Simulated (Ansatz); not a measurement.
# OH (SMILES [OH]) at UBCCD(T)/cc-pVDZ

Aim: the vertical doublet–quartet gap of OH at UBCCD(T)/cc-pVDZ, from 2 runs. 

The results are computed with Ansatz 0.2.0.

62 further runs of the same task are left out: 62 set aside as unsound or not needed.

## Step 1: Starting point

OH: 2 atoms, total charge 0, spin state doublet. As SMILES, `[OH]`. The shape is that of a GFN2-xTB optimisation.

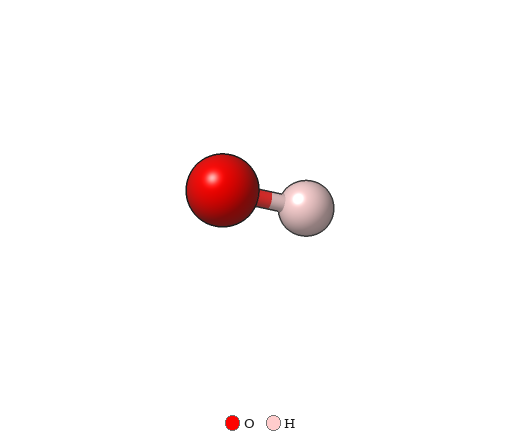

Viewed from a chosen angle; oxygen red, hydrogen pink.

## Step 2: A single-point energy at UBCCD(T)/cc-pVDZ

Contents of molecule.yaml:

```yaml
crystal:
  periodic: [false, false, false]
  atoms:
    - {symbol: O, position_ang: [0.411770, -0.131830, 0.212430]}
    - {symbol: H, position_ang: [-0.411770, 0.131830, -0.212430]}
basis:
  gaussian:
    orbitals: cc-pVDZ
magnetization:
  spin_polarized: true
  initial_magnetization: 1
correlation:
  method: bccd_t
  frozen_orbitals: {H: 0, O: 1}
accuracy: high
scf:
  omitted_lower_state_checks: [cluster_reference, increment]
```

Run with:

```console
$ ansatz run molecule.yaml --threads 1 --pin off --max-ram 2610MiB --events-out events.jsonl --progress --plain --runs-dir runs
```

The program printed, shortened:

```text
Warning: RAYON_NUM_THREADS=1 ignored (pool sized by the plan → 1); use --threads N
Functional definition: HF
  name "HF"
[...]
305 factors; integrals over basis functions are off by at most 1.6e-9 eV
[...]
mean field -2051.57402050 eV, -75.3939546466 hartree, gradient 1.1e-8 eV, S^2 0.754524; 2 other end points of the search recorded, 0 dependent functions left out
1 core orbitals not correlated: weight in the atoms' cores, before any rotation towards them, 1.000 or more for the frozen orbitals, at most 0.000 for the correlated occupied ones
reference -2051.57402050 eV, -75.3939546466 hartree; 4, 3 occupied and 14, 15 virtual orbitals, 305 factors
second order -4.04816837 eV of doubles, -0.00000000 eV of singles
cycle   1  -4.34754914 eV  change   -3.0e-1 eV  update   2.8e-2
[...]
cycle  19  -4.44559662 eV  change   4.5e-10 eV  update  4.4e-10
perturbative correction -0.04856989 eV, -0.0017849104 hartree
Total energy: -2056.06818701 eV, -75.5591122194 hartree
Checks for a lower state left out: cluster_reference, increment
```

It took 0.4 s on 1 thread of Arm Neoverse V2, shared host.

## Step 3: The quartet, same level

Contents of in.yaml:

```yaml
crystal:
  periodic: [false, false, false]
  atoms:
    - {symbol: O, position_ang: [0.411770, -0.131830, 0.212430]}
    - {symbol: H, position_ang: [-0.411770, 0.131830, -0.212430]}
basis:
  gaussian: {orbitals: cc-pVDZ}
scf: {omitted_lower_state_checks: [cluster_reference, increment]}
magnetization: {spin_polarized: true, initial_magnetization: 3}
accuracy: high
correlation: {method: bccd_t, frozen_orbitals: {H: 0, O: 1}}
```

Run with:

```console
$ ansatz run in.yaml --threads 1 --pin off --max-ram 2610MiB --events-out events.jsonl --progress --plain --runs-dir runs
```

The program printed, shortened:

```text
Warning: RAYON_NUM_THREADS=1 ignored (pool sized by the plan → 1); use --threads N
[... 2 set-up lines as earlier in the session ...]
[...]
305 factors; integrals over basis functions are off by at most 1.6e-9 eV
[...]
mean field -2044.73252404 eV, -75.1425342889 hartree, gradient 9.7e-8 eV, S^2 3.757478; 0 other end points of the search recorded, 0 dependent functions left out
1 core orbitals not correlated: weight in the atoms' cores, before any rotation towards them, 1.000 or more for the frozen orbitals, at most 0.000 for the correlated occupied ones
reference -2044.73252404 eV, -75.1425342889 hartree; 5, 2 occupied and 13, 16 virtual orbitals, 305 factors
second order -3.03113755 eV of doubles, -0.00000000 eV of singles
cycle   1  -3.40364479 eV  change   -3.7e-1 eV  update   2.9e-2
[...]
cycle  17  -3.50278274 eV  change  -4.1e-11 eV  update  2.2e-10
perturbative correction -0.03623292 eV, -0.0013315354 hartree
Total energy: -2048.27153970 eV, -75.2725907157 hartree
Checks for a lower state left out: cluster_reference, increment
```

It took 0.32 s on 1 thread of Arm Neoverse V2, shared host.

## Step 4: Summary of results

Level: UBCCD(T)/cc-pVDZ, 1 core orbital frozen.

| quantity | value |
| --- | --- |
| doublet: total energy | -75.55911 Eh |
| doublet: correlation energy (1 core orbital frozen) | -165.2 mEh |
| doublet: (T) correction | -1.78 mEh |
| doublet: ⟨S²⟩ of the reference determinant | 0.755 |
| quartet: total energy | -75.27259 Eh |
| quartet: correlation energy (1 core orbital frozen) | -130.1 mEh |
| quartet: (T) correction | -1.33 mEh |
| quartet: ⟨S²⟩ of the reference determinant | 3.757 |
| vertical energy of the quartet above the doublet | 7.797 eV |

What this shows: At this shape the quartet lies 7.80 eV (752 kJ/mol) above the doublet. The triples (doublet) make up 1.1 % of the correlation energy. The triples (quartet) make up 1.0 % of the correlation energy.
